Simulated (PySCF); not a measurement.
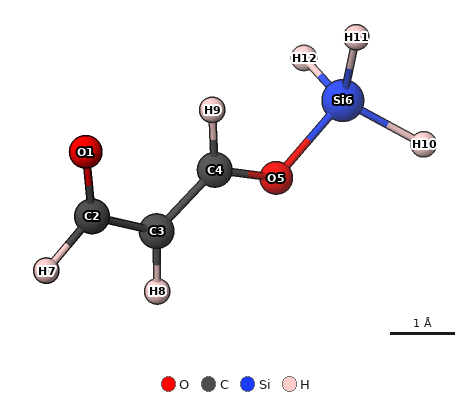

The structure (ball-and-stick view, seen at a tilt; atoms are numbered from 1 in the order of the input). Bond lengths as drawn: C–C 1.35 to 1.46 Å, C–H 1.09 to 1.12 Å, C–O 1.21 to 1.33 Å, H–Si 1.48 to 1.49 Å and O–Si 1.69 Å.

# C₃H₆O₂Si: one change and its effect

System: C₃H₆O₂Si.
Method of the first run: GIAO PBE0/6-31G* NMR shielding, non-relativistic, gas phase (PySCF 2.14.0).

The geometry comes from this level: PBE0-D3(BJ)/def2-SVP. Text and figures count atoms from 1; the logs count them from 0 in places.

Input file, the first run:
```
{"job": {"kind": "nmr", "xc": "PBE0", "basis": "6-31G*", "pop": true}, "charge": 0, "multiplicity": 1}
O     -2.822184     0.407319    -0.976838
C     -2.466875    -0.696341    -0.626303
C     -1.140215    -1.025972    -0.100623
C     -0.219643    -0.051166     0.020301
O      1.004286    -0.251437     0.500310
Si     2.296862     0.839083     0.487586
H     -3.170951    -1.564527    -0.692329
H     -0.907341    -2.053925     0.186835
H     -0.488405     0.972973    -0.279876
H      3.113589     0.521308     1.685432
H      1.748481     2.225432     0.544743
H      3.089271     0.648245    -0.758929
```

The first line tells a small driver script what to run in PySCF; the rest is the geometry in Å.

Launched with:
```bash
OMP_NUM_THREADS=1 python <driver script> task.json out
```

Hardware: 1 CPU thread, shared host.

Output (the first run):
```
coarse grid: 10776 points
cycle   1  E = -557.2958577973  dE =  8.099e-01  |g| = 9.105e-01  |ddm| = 3.303e+00
cycle   2  E = -556.8123177868  dE =  4.835e-01  |g| = 1.778e+00  |ddm| = 2.764e+00
cycle   3  E = -557.4558477313  dE = -6.435e-01  |g| = 2.180e-01  |ddm| = 2.136e+00
cycle   4  E = -557.4646277797  dE = -8.780e-03  |g| = 9.853e-02  |ddm| = 2.707e-01
cycle   5  E = -557.4664014171  dE = -1.774e-03  |g| = 2.276e-02  |ddm| = 8.487e-02
cycle   6  E = -557.4665137938  dE = -1.124e-04  |g| = 7.364e-03  |ddm| = 2.627e-02
cycle   7  E = -557.4665241953  dE = -1.040e-05  |g| = 3.009e-03  |ddm| = 8.237e-03
cycle   8  E = -557.4665262819  dE = -2.087e-06  |g| = 8.729e-04  |ddm| = 3.130e-03
final grid: 100200 points
cycle   9  E = -557.4058788862  dE =  1.808e-06  |g| = 1.085e-02  |ddm| = 1.581e-02
cycle  10  E = -557.4058168254  dE =  6.206e-05  |g| = 2.077e-02  |ddm| = 2.572e-02
cycle  11  E = -557.4059023133  dE = -8.549e-05  |g| = 1.760e-03  |ddm| = 1.804e-02
cycle  12  E = -557.4059029529  dE = -6.397e-07  |g| = 2.555e-04  |ddm| = 1.530e-03
cycle  13  E = -557.4059029654  dE = -1.251e-08  |g| = 7.140e-05  |ddm| = 2.585e-04
cycle  14  E = -557.4059029663  dE = -9.009e-10  |g| = 3.313e-05  |ddm| = 9.027e-05
cycle  15  E = -557.4059029666  dE = -2.572e-10  |g| = 9.575e-06  |ddm| = 4.003e-05
converged SCF energy = -557.4059029666

GIAO shielding tensors (ppm)
atom      isotropic    diamagn.    paramagn.     s11        s22        s33       span
  0 O     -222.370     401.056    -623.425   -755.230   -313.690    401.811   1157.041
  1 C       17.925     244.981    -227.056    -64.514      5.156    113.133    177.646
  2 C       89.177     260.149    -170.972      6.643    109.289    151.598    144.956
  3 C       42.088     256.689    -214.601    -43.404     48.562    121.106    164.511
  4 O      222.881     392.515    -169.634     99.168    222.189    347.285    248.118
  5 Si     409.179     880.503    -471.324    364.914    381.904    480.718    115.804
  6 H       22.528      24.520      -1.992     20.878     21.898     24.809      3.931
  7 H       26.625      31.519      -4.894     22.784     26.392     30.700      7.915
  8 H       24.353      32.590      -8.236     20.903     23.894     28.263      7.360
  9 H       26.667      28.542      -1.875     23.588     25.317     31.095      7.507
 10 H       26.582      29.267      -2.685     23.801     25.413     30.532      6.732
 11 H       26.729      28.790      -2.062     23.658     25.214     31.314      7.656
```

The second run used a changed input.

The two runs side by side:

| quantity | the first run | the second run |
| --- | --- | --- |
| outcome | converged | converged |
| total energy (hartree) | −557.405903 | −557.542106 |
| HOMO (eV) | −6.93 | −7.18 |
| LUMO (eV) | −1.09 | −1.44 |
| dipole moment (D) | 3.37 | 3.40 |
| shielding of O1 (ppm) | −222.4 | −263.4 |
| shielding of C2 (ppm) | 17.9 | −2.2 |
| shielding of C3 (ppm) | 89.2 | 74.0 |
| shielding of C4 (ppm) | 42.1 | 22.8 |
| shielding of O5 (ppm) | 222.9 | 207.4 |
| shielding of Si6 (ppm) | 409.2 | 376.6 |
| shielding of H8 (ppm) | 26.6 | 25.5 |
| SCF iterations | 15 | 15 |
| basis functions | 100 | 268 |
| wall time (shared host) | 14 s | 53 s |

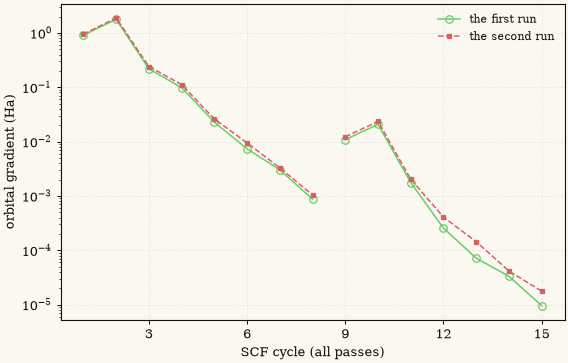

Convergence of the two runs: orbital gradient against the SCF cycle. A break in a curve parts two SCF passes (coarse and final grid). The first run takes 15 cycles in all, and the second run takes 15.

What was changed in the input?

The change (lines with − go, lines with + come):
```diff
-"basis": "6-31G*"
+"basis": "cc-pVTZ"
```

The total energy of the second run is 85.5 kcal/mol lower, which measures the change of basis and not a stability. The HOMO goes from −6.93 to −7.18 eV. The LUMO goes from −1.09 to −1.44 eV. Of all shieldings, the largest change is that of O1, by −41.1 ppm. The number of SCF iterations is the same. The basis functions go from 100 to 268.

Output (the second run):
```
coarse grid: 10776 points
cycle   1  E = -557.3807302361  dE =  7.963e-01  |g| = 9.471e-01  |ddm| = 6.686e+00
cycle   2  E = -556.8574400064  dE =  5.233e-01  |g| = 1.880e+00  |ddm| = 4.838e+00
cycle   3  E = -557.5388254566  dE = -6.814e-01  |g| = 2.402e-01  |ddm| = 3.774e+00
cycle   4  E = -557.5484935911  dE = -9.668e-03  |g| = 1.119e-01  |ddm| = 4.315e-01
cycle   5  E = -557.5505832143  dE = -2.090e-03  |g| = 2.607e-02  |ddm| = 1.499e-01
cycle   6  E = -557.5507128911  dE = -1.297e-04  |g| = 9.440e-03  |ddm| = 4.429e-02
cycle   7  E = -557.5507303328  dE = -1.744e-05  |g| = 3.283e-03  |ddm| = 1.631e-02
cycle   8  E = -557.5507326814  dE = -2.349e-06  |g| = 1.041e-03  |ddm| = 5.525e-03
final grid: 100200 points
cycle   9  E = -557.5420795318  dE = -2.485e-05  |g| = 1.220e-02  |ddm| = 8.092e-02
cycle  10  E = -557.5420047181  dE =  7.481e-05  |g| = 2.352e-02  |ddm| = 4.388e-02
cycle  11  E = -557.5421054333  dE = -1.007e-04  |g| = 2.029e-03  |ddm| = 3.168e-02
cycle  12  E = -557.5421061834  dE = -7.501e-07  |g| = 4.070e-04  |ddm| = 3.042e-03
cycle  13  E = -557.5421062089  dE = -2.554e-08  |g| = 1.437e-04  |ddm| = 5.656e-04
cycle  14  E = -557.5421062131  dE = -4.152e-09  |g| = 4.154e-05  |ddm| = 2.364e-04
cycle  15  E = -557.5421062134  dE = -3.258e-10  |g| = 1.766e-05  |ddm| = 8.084e-05
converged SCF energy = -557.5421062134

GIAO shielding tensors (ppm)
atom      isotropic    diamagn.    paramagn.     s11        s22        s33       span
  0 O     -263.421     409.118    -672.539   -815.662   -365.822    391.221   1206.883
  1 C       -2.164     238.675    -240.839    -93.911    -14.402    101.821    195.732
  2 C       74.011     258.627    -184.616    -18.916     99.049    141.899    160.815
  3 C       22.766     254.432    -231.666    -71.820     29.083    111.035    182.855
  4 O      207.442     384.027    -176.584     72.860    209.670    339.798    266.938
  5 Si     376.613     884.796    -508.184    329.940    341.515    458.382    128.443
  6 H       21.551      26.392      -4.842     19.831     21.416     23.406      3.575
  7 H       25.463      31.770      -6.306     21.286     25.638     29.466      8.181
  8 H       23.442      32.846      -9.404     20.739     22.182     27.404      6.664
  9 H       26.211      28.457      -2.246     23.288     24.805     30.538      7.250
 10 H       26.094      29.659      -3.565     23.495     24.777     30.008      6.513
 11 H       26.235      29.099      -2.865     23.430     24.533     30.741      7.312
```
